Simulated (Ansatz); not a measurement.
WH2OBrF5: several calculations on one system

**1. Relaxation**

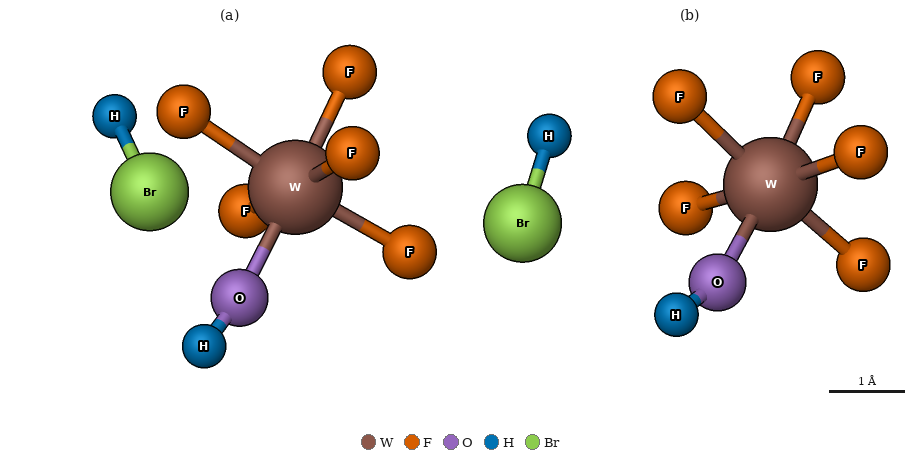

The structure of WH2OBrF5 before (left) and after (right) a relaxation, at one scale.

A ball-and-stick model, seen from a free direction.

The run prepares an end point of a later path (reaction) calculation, from a guessed geometry.

Level of theory: Ansatz, RHF/def2-SVP. Settings: no spin polarisation; force threshold 0.03 eV/Å; at most 50 steps.

Summarise the run.

The Br atom moves most after the best rigid fit: 1.25 Å. Largest moves by element: Br 1.25 Å, F 0.75 Å, H 0.60 Å, O 0.40 Å, W 0.22 Å. Near-neighbour distances that change, for instance: Br–H 1.486 → 1.411 Å, O–W 1.792 → 1.798 Å, F–W 1.830 → 1.835 Å. Bond angles that change, for instance: W–O–H 167.0° → 159.6°, F–W–O 92.5° → 89.3°, O–W–F 178.5° → 175.4°. The energy falls by 0.354 eV in 15 geometry steps. Largest force component: 1.5 eV/Å at the start, 0.021 eV/Å at the end. Cost: 76 s on 4 threads of Arm Neoverse N1, with other jobs on the host, peak memory 0.53 GiB.

Limits of the set-up: Hartree-Fock leaves out electron correlation.

**2. Relaxation**

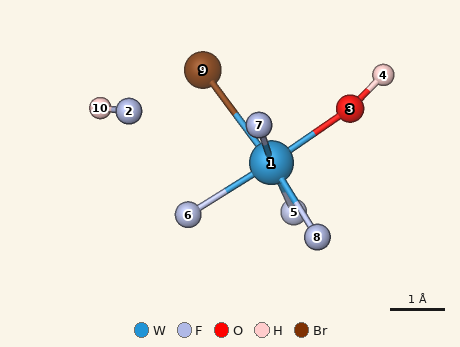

This is the input geometry for a relaxation of WH2OBrF5. The picture is a ball-and-stick view, seen at a tilt.

The run prepares an end point of a later path (reaction) calculation, from a guessed geometry.

All numbers below come from RHF/def2-SVP in Ansatz.

Input
```yaml
crystal:
  periodic: [false, false, false]
  atoms:
    - { symbol: W, position_ang: [0.392273, 0.173993, -0.211281] }
    - { symbol: F, position_ang: [-0.377591, -0.243307, 2.734346] }
    - { symbol: O, position_ang: [1.953294, -0.295512, -0.963429] }
    - { symbol: H, position_ang: [2.862017, -0.314601, -1.221871] }
    - { symbol: F, position_ang: [0.329934, 1.639057, -1.325535] }
    - { symbol: F, position_ang: [-1.101321, 0.866661, 0.591688] }
    - { symbol: F, position_ang: [0.30754, -1.42133, 0.660823] }
    - { symbol: F, position_ang: [-0.678922, -0.615399, -1.480147] }
    - { symbol: Br, position_ang: [1.740013, 1.521188, 1.48582] }
    - { symbol: H, position_ang: [-0.313036, 0.599049, 3.069986] }
basis:
  gaussian: { orbitals: def2-SVP }
hamiltonian:
  xc: hf
relax:
  f_tol: 0.03
  max_steps: 50
```

Command:
```bash
ansatz run input.yaml --threads 4 --pin off --max-ram 5120MiB --backend cpu --events-out ev --progress --plain --runs-dir out
```

Question: Where does the relaxation end?

Answer: F2 moves most after the best rigid fit: 1.91 Å. Largest moves by element: F 1.91 Å, H 1.16 Å, Br 0.86 Å, O 0.60 Å, W 0.43 Å. Near-neighbour distances that change, for instance: W1–F2 3.073 → 4.647 Å, W1–Br9 2.552 → 2.461 Å, W1–F6 1.832 → 1.863 Å, W1–F7 1.820 → 1.833 Å. Among the angles between lasting bonds that change: W1–O3–H4 163.0° → 177.0°, F7–W1–Br9 99.7° → 91.6°, F6–W1–F7 94.8° → 87.2°. The energy falls by 0.419 eV in 28 accepted moves (35 points after the start). Largest force component: 0.86 eV/Å at the start, 0.027 eV/Å at the end. The line search rejected the trial steps at points 4, 11, 14, 17, 23, 24, 27 of the run. The forces were under the threshold at step 25, but the run went on from there. The run took 2.9 min on 4 threads of Arm Neoverse N1, on a shared host, peak memory 0.54 GiB.

The structure at the end:

```xyz
10

W     0.8165    0.0969   -0.2027
F    -1.8423    0.6663    3.5657
O     1.9878   -0.1310   -1.5351
H     2.6446   -0.2395   -2.2091
F     0.2712    1.7252   -0.8442
F    -0.4172    0.3215    1.1751
F     1.1676   -1.5592    0.5007
F    -0.5683   -0.6662   -1.1463
Br    2.4849    1.1519    1.2667
H    -1.4306    0.5438    2.7696
```

The end point in the same view:

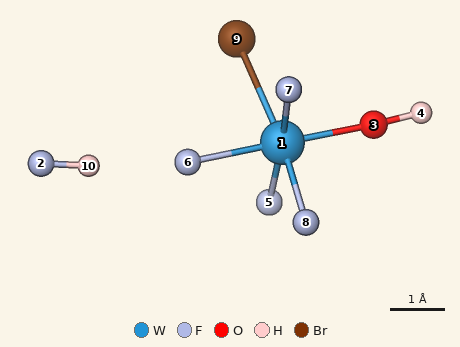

Limits of the set-up: the start holds two separate molecules, 2.5 Å apart at their closest, whose relative position is a soft coordinate and is computed without a dispersion correction; Hartree-Fock leaves out electron correlation.

**3. Path**

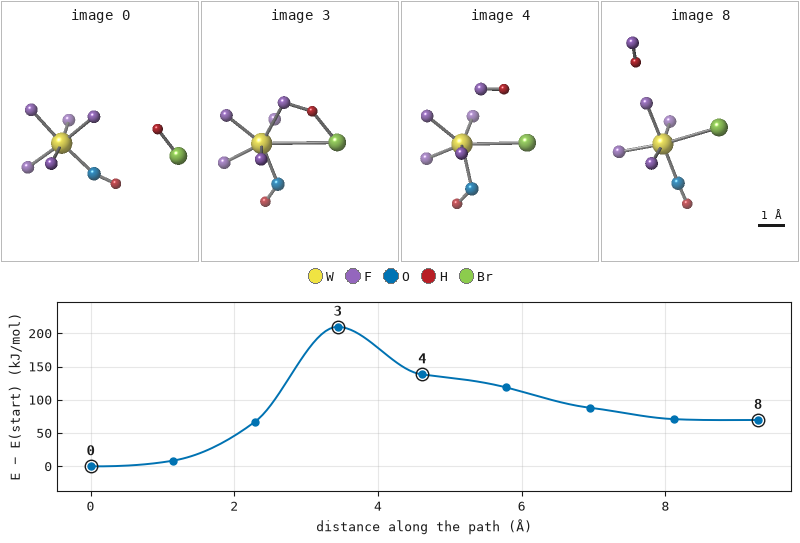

A nudged-elastic-band calculation for WH$_{2}$OBrF$_{5}$, made up at the start of WHOF5 and HBr. Images are numbered from 0 (start) to 8 (end). A ball-and-stick model, seen at a tilt.

These are results of Ansatz 0.2.0, RHF/def2-SVP, not measurements. Set-up: 7 movable images; climbing image; force threshold 0.05 eV/Å; iteration limit 60; starting path through a guess of the saddle point.

### Read off the barrier and say what moves.

The highest point, image 3, lies 209.8 kJ/mol above the start and 140.1 kJ/mol above the end; the end is at +69.7 kJ/mol relative to the start. Breaking: Br–H (1.41 → 4.24 Å), F–W (1.85 → 4.65 Å). Forming: F–H (2.57 → 0.90 Å), Br–W (4.67 → 2.46 Å). The band converged in 31 iterations. The largest component of the band force went from 30 to 0.04 eV/Å. The climbing image converged on the top of the path. Its vibrational analysis gives one imaginary mode (1276i cm⁻¹), as a transition state must have.

Limits of the set-up: the start holds two separate molecules, 2.6 Å apart at their closest, whose relative position is a soft coordinate and is computed without a dispersion correction; Hartree-Fock leaves out electron correlation.
